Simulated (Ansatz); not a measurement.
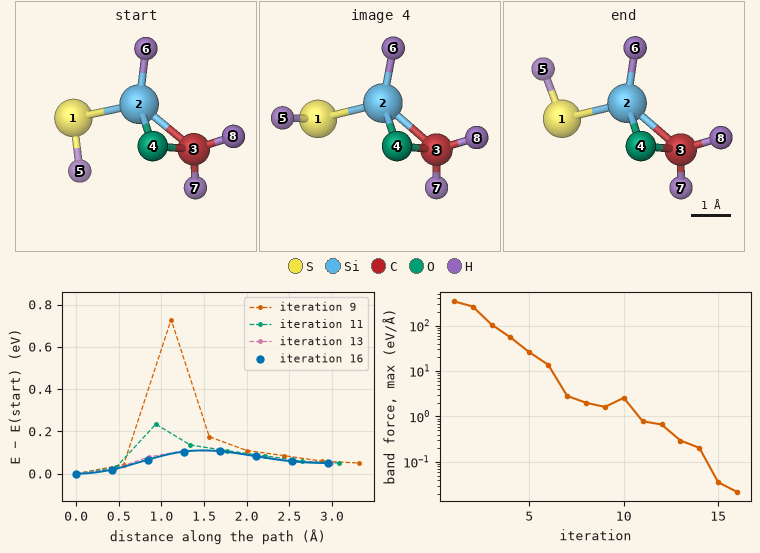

A nudged-elastic-band calculation for CH$_{4}$OSSi. Images are numbered from 0 (start) to 7 (end). The plot follows the band through its iterations. Style: ball-and-stick. Shown at a tilt.

Theory: Ansatz, RKS BLYP/STO-3G. Settings: 6 movable images; no climbing image; force threshold 0.03 eV/Å; iteration limit 60; starting path through a guess of the saddle point.

Judge this run.

The run is converged, with reservations. The band converged in 16 iterations. The largest component of the band force went from 340 to 0.022 eV/Å. No image climbed, so the highest image needn't lie on the saddle point, and the true maximum along this path can be higher. The first iteration put the highest image at 76.352 eV. The highest point, image 4, lies 0.107 eV above the start and 0.056 eV above the end; the end is at +0.051 eV relative to the start.

Limits of the set-up: STO-3G is a minimal basis, so the numbers are rough.
